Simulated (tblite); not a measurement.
**Geometry relaxation of C$_{7}$H$_{16}$N$_{2}$Si (part 2 of 2)**

C$_{7}$H$_{16}$N$_{2}$Si, SMILES C=CCN([SiH3])N1CCCC1; GFN2-xTB geometry optimisation, gas phase (tblite 0.8.0). 

## Trajectory as extended XYZ, continued
```
26
Properties=species:S:1:pos:R:3:forces:R:3 step=107 energy=-835.44216
C    -2.7634    1.4838   -0.7307    0.0040  -0.2700   0.1140
C    -2.5713    0.2211   -0.3881    0.0300   0.0870  -0.0350
C    -1.6287   -0.7253   -1.0707    0.0590  -0.0130  -0.1230
N    -0.4871   -1.0500   -0.2247    0.0680  -0.0590  -0.0380
Si   -0.5185   -2.3453    0.9160   -0.0260  -0.1160  -0.0070
N     0.4975   -0.0454   -0.2867   -0.0370  -0.0840  -0.0010
C     1.8727   -0.5378   -0.3134   -0.2240   0.0290   0.0860
C     2.7312    0.6646    0.1025   -0.0410   0.0470  -0.1070
C     1.7177    1.7576    0.4901    0.1130  -0.0150  -0.0070
C     0.4430    0.9650    0.7627    0.1270   0.0560  -0.0420
H    -2.2440    1.9085   -1.5710   -0.0380   0.0950  -0.0730
H    -3.4344    2.1248   -0.1814    0.0420   0.0190  -0.0700
H    -3.0624   -0.2068    0.4742   -0.0720   0.0250   0.0660
H    -1.2390   -0.2857   -1.9972   -0.0620  -0.0130   0.0860
H    -2.1692   -1.6519   -1.3117    0.1840   0.1500   0.0480
H    -0.4615   -1.9027    2.3174   -0.0490   0.0070  -0.0210
H    -1.7605   -3.0525    0.6124   -0.0030   0.0540   0.0810
H     0.5932   -3.2935    0.7170   -0.0100   0.1100  -0.0270
H     1.9994   -1.3787    0.3868    0.0580   0.0770  -0.0610
H     2.1079   -0.8871   -1.3214   -0.0500  -0.0430   0.0240
H     3.3744    0.4157    0.9450   -0.0280  -0.0430   0.0320
H     3.3694    0.9814   -0.7199    0.0190   0.0810   0.0130
H     2.0536    2.3296    1.3539   -0.0640   0.0050  -0.0010
H     1.5620    2.4492   -0.3438   -0.0230  -0.1520   0.1110
H    -0.4641    1.5605    0.6518    0.0160  -0.0300   0.0250
H     0.4610    0.5235    1.7741    0.0090  -0.0050  -0.0710
26
Properties=species:S:1:pos:R:3:forces:R:3 step=134 energy=-835.48597
C    -2.7406    1.4753   -0.9354   -0.0280  -0.0250   0.0040
C    -2.4920    0.2794   -0.4349    0.0260   0.0200   0.0140
C    -1.6087   -0.7547   -1.0670   -0.0320   0.0090   0.0330
N    -0.4746   -1.0923   -0.2204   -0.0120  -0.0200  -0.0110
Si   -0.5664   -2.2898    1.0261    0.0120   0.0550   0.0050
N     0.4688   -0.0523   -0.2476   -0.0310  -0.0150   0.0240
C     1.8435   -0.4748   -0.4657   -0.0280  -0.0080  -0.0090
C     2.6989    0.7176   -0.0158    0.0120  -0.0520  -0.0300
C     1.7115    1.6827    0.6605    0.0500   0.0090  -0.0250
C     0.4818    0.8230    0.9103    0.0290   0.0060   0.0230
H    -2.3372    1.7886   -1.8833    0.0200  -0.0100  -0.0280
H    -3.3659    2.1902   -0.4255    0.0100  -0.0150  -0.0080
H    -2.8928   -0.0077    0.5292   -0.0200  -0.0300   0.0030
H    -1.2248   -0.3940   -2.0252    0.0190   0.0440   0.0070
H    -2.1820   -1.6668   -1.2410   -0.0300  -0.0510   0.0110
H    -0.7047   -1.7586    2.3930   -0.0510  -0.0050  -0.0120
H    -1.7366   -3.0973    0.7042    0.0130   0.0050  -0.0360
H     0.6621   -3.0902    1.0041    0.0030   0.0000  -0.0260
H     2.0887   -1.3724    0.1178   -0.0050  -0.0100   0.0270
H     1.9746   -0.7130   -1.5229    0.0060  -0.0160  -0.0320
H     3.4684    0.3891    0.6813    0.0140   0.0150   0.0100
H     3.1902    1.1882   -0.8647    0.0260   0.0330   0.0080
H     2.1069    2.0989    1.5831    0.0340   0.0560   0.0300
H     1.4634    2.4997   -0.0142   -0.0280   0.0220  -0.0170
H    -0.4477    1.3932    0.9467    0.0080   0.0000   0.0180
H     0.5941    0.2603    1.8503   -0.0160  -0.0180   0.0180
26
Properties=species:S:1:pos:R:3:forces:R:3 step=160 energy=-835.50890
C    -2.8448    1.4276   -1.0487   -0.0250  -0.0550   0.0230
C    -2.5126    0.2988   -0.4511   -0.0020  -0.0090  -0.0090
C    -1.5932   -0.7256   -1.0447   -0.0060   0.0190  -0.0280
N    -0.4814   -1.0543   -0.1689   -0.0150  -0.0260  -0.0040
Si   -0.6378   -2.2469    1.0711    0.0130   0.0300   0.0210
N     0.4715   -0.0228   -0.1731   -0.0170  -0.0220   0.0330
C     1.8199   -0.4424   -0.5255    0.0050   0.0200   0.0130
C     2.7075    0.7413   -0.1099    0.0250  -0.0080   0.0020
C     1.7904    1.6518    0.7263   -0.0040  -0.0110  -0.0360
C     0.6074    0.7477    1.0487   -0.0160   0.0150   0.0300
H    -2.4837    1.6617   -2.0361    0.0250   0.0410  -0.0070
H    -3.5012    2.1512   -0.5957   -0.0030   0.0020   0.0150
H    -2.8772    0.0589    0.5404    0.0080   0.0080  -0.0200
H    -1.1866   -0.3501   -1.9883    0.0210   0.0010  -0.0080
H    -2.1461   -1.6478   -1.2471   -0.0090   0.0150   0.0480
H    -1.1235   -1.7460    2.3693   -0.0210   0.0000  -0.0110
H    -1.5842   -3.2240    0.5420    0.0150   0.0160  -0.0170
H     0.6787   -2.8456    1.2936    0.0310   0.0080   0.0010
H     2.1086   -1.3553    0.0181    0.0010   0.0260  -0.0490
H     1.8586   -0.6504   -1.5974    0.0210  -0.0100   0.0320
H     3.5532    0.3959    0.4835    0.0190  -0.0100  -0.0390
H     3.0920    1.2743   -0.9776    0.0290  -0.0260   0.0030
H     2.2814    2.0311    1.6215   -0.0210  -0.0210  -0.0230
H     1.4575    2.4990    0.1268   -0.0310  -0.0220   0.0250
H    -0.3169    1.2890    1.2521   -0.0210   0.0270  -0.0150
H     0.8416    0.1055    1.9141   -0.0210  -0.0110   0.0180
26
Properties=species:S:1:pos:R:3:forces:R:3 step=187 energy=-835.51982
C    -2.8544    1.4304   -0.9839    0.0070  -0.0260   0.0200
C    -2.5449    0.2702   -0.4361    0.0180  -0.0150   0.0090
C    -1.6051   -0.7298   -1.0392   -0.0200  -0.0090  -0.0010
N    -0.4841   -1.0429   -0.1687   -0.0050   0.0070  -0.0080
Si   -0.6302   -2.2264    1.0804    0.0100   0.0190  -0.0190
N     0.4705   -0.0155   -0.1952    0.0050  -0.0040  -0.0180
C     1.8162   -0.4561   -0.5362    0.0090  -0.0070   0.0100
C     2.7265    0.7049   -0.1164    0.0060   0.0090   0.0010
C     1.8217    1.6425    0.7024    0.0030   0.0040   0.0080
C     0.5937    0.7911    1.0049   -0.0030   0.0140  -0.0070
H    -2.4512    1.7270   -1.9381    0.0070   0.0060  -0.0010
H    -3.5255    2.1279   -0.5114   -0.0040   0.0030   0.0020
H    -2.9491   -0.0176    0.5270    0.0090   0.0120  -0.0160
H    -1.2080   -0.3477   -1.9843    0.0040   0.0060   0.0080
H    -2.1424   -1.6633   -1.2308   -0.0100   0.0090  -0.0020
H    -1.3101   -1.7924    2.3135    0.0000   0.0200  -0.0100
H    -1.3933   -3.3015    0.4551   -0.0050  -0.0350   0.0090
H     0.7223   -2.6517    1.4432   -0.0140   0.0020   0.0050
H     2.0846   -1.3748    0.0034    0.0010  -0.0170  -0.0020
H     1.8646   -0.6669   -1.6071   -0.0240   0.0090   0.0100
H     3.5593    0.3407    0.4845    0.0000   0.0030  -0.0140
H     3.1345    1.2206   -0.9834    0.0220   0.0010   0.0010
H     2.3091    1.9984    1.6077   -0.0070   0.0070   0.0210
H     1.5338    2.5063    0.1043   -0.0220  -0.0180  -0.0070
H    -0.3155    1.3790    1.1457    0.0030  -0.0050   0.0010
H     0.7557    0.1701    1.9018    0.0100   0.0060   0.0010
26
Properties=species:S:1:pos:R:3:forces:R:3 step=214 energy=-835.52460
C    -2.7914    1.4470   -0.8915    0.0020  -0.0050  -0.0020
C    -2.5332    0.2426   -0.4177   -0.0030   0.0060   0.0020
C    -1.6045   -0.7421   -1.0597    0.0000   0.0010   0.0010
N    -0.4728   -1.0683   -0.2062   -0.0050  -0.0020   0.0040
Si   -0.6424   -2.2216    1.0688   -0.0030  -0.0050   0.0020
N     0.4754   -0.0351   -0.2249   -0.0020  -0.0060   0.0020
C     1.8314   -0.4658   -0.5389   -0.0050   0.0060  -0.0010
C     2.7296    0.6906   -0.0756    0.0020   0.0080   0.0030
C     1.7788    1.6621    0.6434    0.0040   0.0000   0.0030
C     0.5669    0.7967    0.9611   -0.0010  -0.0050  -0.0040
H    -2.3563    1.7941   -1.8144   -0.0020  -0.0020   0.0030
H    -3.4493    2.1341   -0.3856    0.0020  -0.0020  -0.0040
H    -2.9663   -0.0901    0.5172   -0.0010  -0.0030  -0.0040
H    -1.2160   -0.3347   -1.9975    0.0020  -0.0020   0.0000
H    -2.1414   -1.6721   -1.2672   -0.0020   0.0020   0.0010
H    -1.3755   -1.7570    2.2595    0.0020  -0.0030   0.0000
H    -1.3572   -3.3382    0.4562    0.0000   0.0010   0.0040
H     0.7032   -2.6048    1.4948    0.0000   0.0040  -0.0030
H     2.0890   -1.3971   -0.0153   -0.0040   0.0060  -0.0060
H     1.9010   -0.6526   -1.6132    0.0010   0.0050   0.0020
H     3.4993    0.3279    0.6051   -0.0050  -0.0070  -0.0010
H     3.2247    1.1745   -0.9155    0.0060   0.0020   0.0020
H     2.2240    2.0989    1.5352    0.0020   0.0030   0.0000
H     1.4808    2.4661   -0.0287    0.0070  -0.0030  -0.0050
H    -0.3558    1.3674    1.0807    0.0010   0.0000   0.0020
H     0.7367    0.2002    1.8730    0.0010   0.0020   0.0010
```

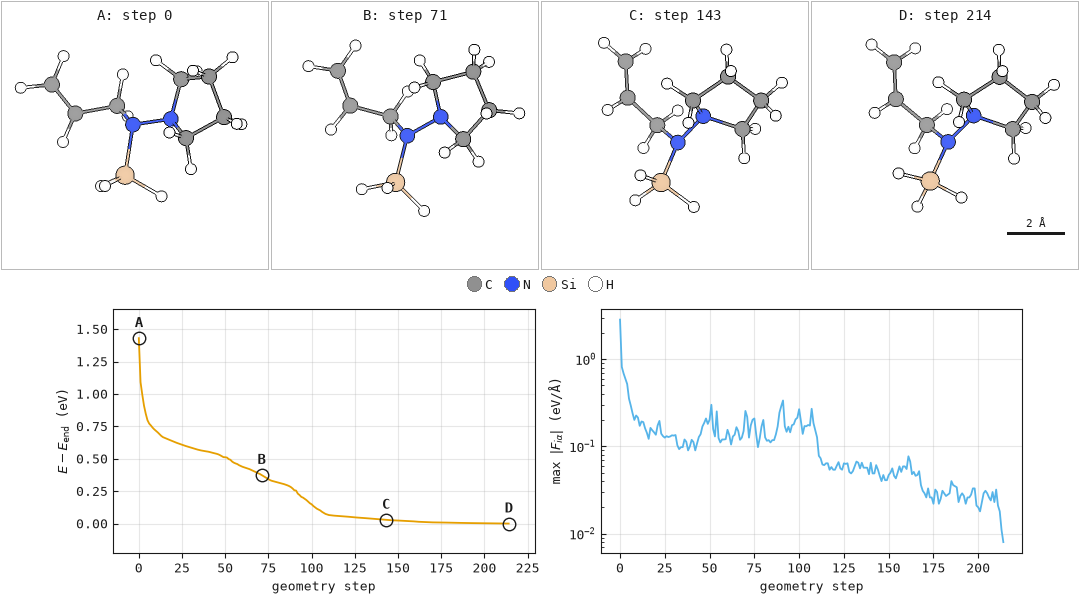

Figure 1. Frames of the relaxation (ball-and-stick view, seen at an oblique angle) above the curves, on which the letters mark them (steps are counted from 0).

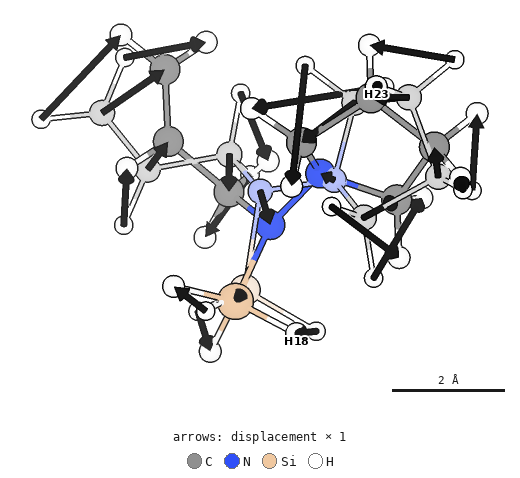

Figure 2. Start (faint) and end (solid) with the displacements as black arrows, at true length (ball-and-stick view, seen at an oblique angle). The two geometries are laid on each other by the best rigid fit. The energy falls by 1.430 eV in 214 geometry steps. The largest force component goes from 2.8 to 0.008 eV/Å. H25 moves most after the best rigid fit: 3.08 Å. By element the largest moves are H 3.08 Å, C 1.60 Å, N 0.76 Å, Si 0.58 Å. Distances before and after: N4–Si5 1.800 → 1.728 Å, C3–N4 1.410 → 1.455 Å, C9–H23 1.132 → 1.088 Å, N4–N6 1.366 → 1.402 Å. Among the angles that change: Si5–N4–N6 107.7° → 124.6°, N4–Si5–H16 106.0° → 115.8°, C3–N4–Si5 110.9° → 120.4°. (Atoms are counted from 1 in the order of the input.)

The run was set up as follows.

## Input
```
{"job": {"kind": "relax", "xc": "GFN2-xTB", "basis": "xTB"}, "charge": 0, "multiplicity": 1}
C     -3.706700     0.682100     0.137700
C     -2.883600    -0.305300    -0.116000
C     -1.563400     0.013200    -0.738900
N     -0.535400    -0.392900     0.135800
Si    -0.627000    -2.160900     0.458800
N      0.746500    -0.105900    -0.237800
C      1.770600    -0.517300     0.684900
C      2.975800     0.282400     0.165900
C      2.312000     1.651100     0.095100
C      0.967500     1.295800    -0.518900
H     -3.416600     1.687000    -0.135200
H     -4.694600     0.531500     0.602600
H     -3.186800    -1.312000     0.176400
H     -1.511000     1.099400    -1.022700
H     -1.584300    -0.528200    -1.717300
H     -0.718600    -2.305000     1.941900
H     -1.804500    -2.786000    -0.129100
H      0.569500    -2.869700    -0.061700
H      1.598300    -0.157300     1.730800
H      2.001400    -1.602900     0.681100
H      3.793500     0.259000     0.877200
H      3.200500    -0.115300    -0.834500
H      2.164400     2.023300     1.153500
H      2.913800     2.305800    -0.524900
H      1.058600     1.407100    -1.613200
H      0.139100     1.943800    -0.148300
```

The first line tells a small driver script what to run in tblite; the rest is the geometry in Å.

Launch command:
```bash
OMP_NUM_THREADS=1 python <driver script> task.json out
```

## Key numbers

- outcome: converged
- total energy: −835.5246 eV
- hardware: 1 CPU thread, shared host
- wall time: 2 s
- peak memory: 0.18 GiB
